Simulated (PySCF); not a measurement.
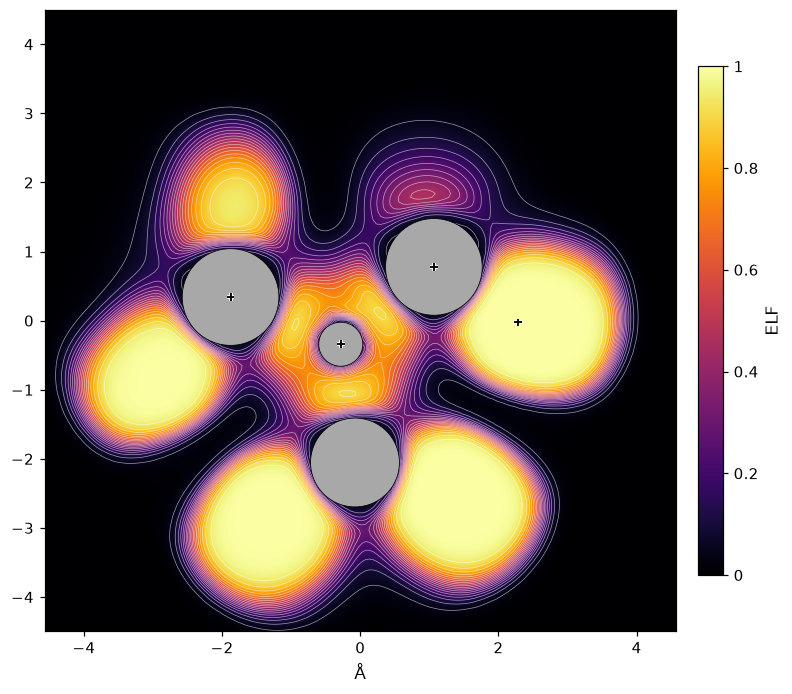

The ELF on a plane through atoms (crosses mark nuclei in the plane; grey discs cover the cores).

Theory: wB97X-D/def2-SVPD, SCF density, gas phase in PySCF.

Candidates:
A. C$_{5}$H$_{8}$OSi
B. H$_{9}$NSSi$_{3}$ (SMILES [SiH3]N([SiH3])[SiH2]S)

### Which system is this?

Candidate B: H$_{9}$NSSi$_{3}$ on the plane of atoms Si1, N2 and Si4, which holds Si, N and H. Si–N (1.73 Å): the ELF peaks at about 0.90 between the atoms, as expected for a polar covalent bond. Si–H (1.46 Å): the ELF climbs to about 1 towards the hydrogen, as it does in any bond to H.
